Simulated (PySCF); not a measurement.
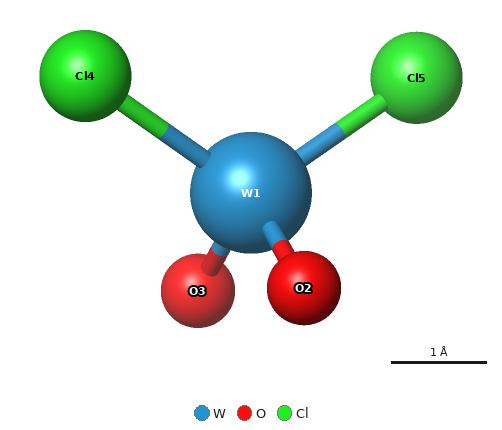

*The structure (ball-and-stick view, seen at a tilt; atoms are numbered from 1 in the order of the input). Sticks mark near contacts.*

Bond lengths as drawn: Cl–W 2.27 Å and O–W 1.69 Å.

# Single-point calculation of WO$_{2}$Cl$_{2}$

System: WO$_{2}$Cl$_{2}$.
Method: RKS-based PBE0, W def2-SVP with ECP60, O def2-SVP, Cl def2-SVP; non-relativistic Hamiltonian with a scalar-relativistic core potential; density fitting (PySCF 2.14.0).

What the program printed
```
init E= -1124.7874602362
  HOMO = -0.563144786174864  LUMO = -0.324920345035447  gap/eV = 6.48242
cycle= 1 E= -1136.81590488182  delta_E=  -12  |g|=  1.5  |ddm|= 7.28
  HOMO = -0.12113491962936  LUMO = -0.114583889964824  gap/eV = 0.17826
cycle= 2 E= -1130.36714129451  delta_E= 6.45  |g|= 5.33  |ddm|= 4.62
  HOMO = -0.326979178661877  LUMO = -0.084750456416751  gap/eV = 6.59138
cycle= 3 E= -1137.25174013581  delta_E= -6.88  |g|= 0.288  |ddm|= 3.98
  HOMO = -0.368443077353934  LUMO = -0.133623016653445  gap/eV = 6.38978
cycle= 4 E= -1137.27053602439  delta_E= -0.0188  |g|= 0.101  |ddm|= 0.452
  HOMO = -0.362592489556308  LUMO = -0.121435458987679  gap/eV = 6.56222
cycle= 5 E= -1137.27271449309  delta_E= -0.00218  |g|= 0.0278  |ddm|= 0.12
  HOMO = -0.35931349383583  LUMO = -0.117859920479487  gap/eV = 6.57029
cycle= 6 E= -1137.27286921265  delta_E= -0.000155  |g|= 0.0118  |ddm|= 0.0371
  HOMO = -0.360772891019709  LUMO = -0.118492064858703  gap/eV = 6.59280
cycle= 7 E= -1137.27290533997  delta_E= -3.61e-05  |g|= 0.0032  |ddm|= 0.013
  HOMO = -0.360925657471345  LUMO = -0.118520593721471  gap/eV = 6.59618
cycle= 8 E= -1137.27290711908  delta_E= -1.78e-06  |g|= 0.00125  |ddm|= 0.00189
  HOMO = -0.360990184873579  LUMO = -0.118504023623654  gap/eV = 6.59838
cycle= 9 E= -1137.27290742313  delta_E= -3.04e-07  |g|= 0.000193  |ddm|= 0.000775
  HOMO = -0.360999425013669  LUMO = -0.118502962732828  gap/eV = 6.59866
cycle= 10 E= -1137.27290743067  delta_E= -7.54e-09  |g|= 2.95e-05  |ddm|= 0.00014
  HOMO = -0.361006325785072  LUMO = -0.118500691728909  gap/eV = 6.59891
```

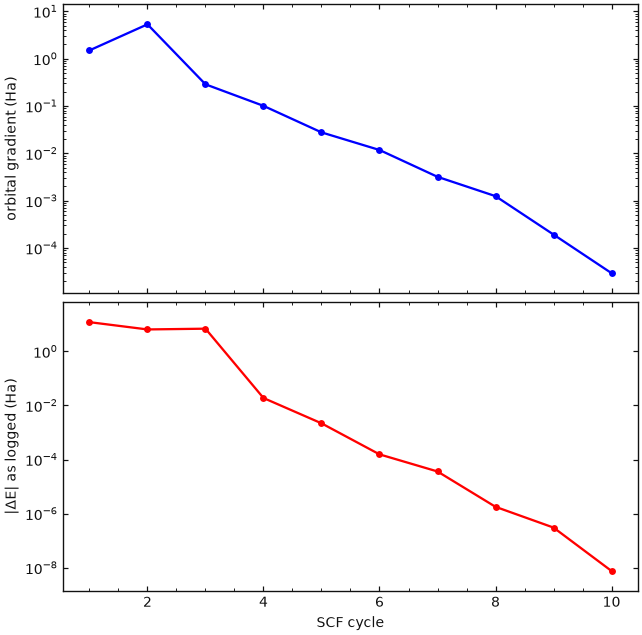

*Convergence of the self-consistent field: orbital gradient and size of the energy change against the SCF cycle.*

The residual comes down, with one marked jump up, by a factor of about 4, at step 2.

```
Extra cycle  E= -1137.27290742931  delta_E= 1.36e-09  |g|= 8.9e-05  |ddm|= 7.87e-05
converged SCF energy = -1137.27290742931
```

The run was set up as follows.

Input
```python
from pyscf import gto, scf, dft
mol = gto.M(atom='''
W     -0.000000     0.000000    -0.184608
O      0.000000     1.351037    -1.202165
O     -0.000000    -1.351037    -1.202165
Cl     1.913945    -0.000000     1.034922
Cl    -1.913945     0.000000     1.034922''',
    basis={'W': 'def2-SVP', 'O': 'def2-SVP', 'Cl': 'def2-SVP'},
    ecp={'W': 'def2-SVP'},
    charge=0, spin=0)
mf = dft.RKS(mol, xc='PBE0')
mf.grids.atom_grid = (50, 194)
aux = {'W': 'def2-universal-JKFIT', 'O': 'def2-universal-JKFIT', 'Cl': 'def2-universal-JKFIT'}
mf = mf.density_fit(auxbasis=aux)
mf.conv_tol = 1e-08
mf.diis_space = 10
mf.max_cycle = 60
mf.init_guess = 'minao'
mf.verbose = 4
mf.kernel()
```

The script is an equivalent of the set-up of the self-consistent field. The run itself was carried out by a driver, which started from the orbitals of the step before it where there was one and computed the further properties.

Command:
```bash
OMP_NUM_THREADS=2 python axn.py task.json out
```

Summary

- outcome: converged
- SCF energy: −1137.272907 hartree
- hardware: 2 threads of Arm Neoverse N1, 98 GiB of memory available, shared host
- wall time: 10 s (CPU time 18 s)
- peak memory: 0.38 GiB
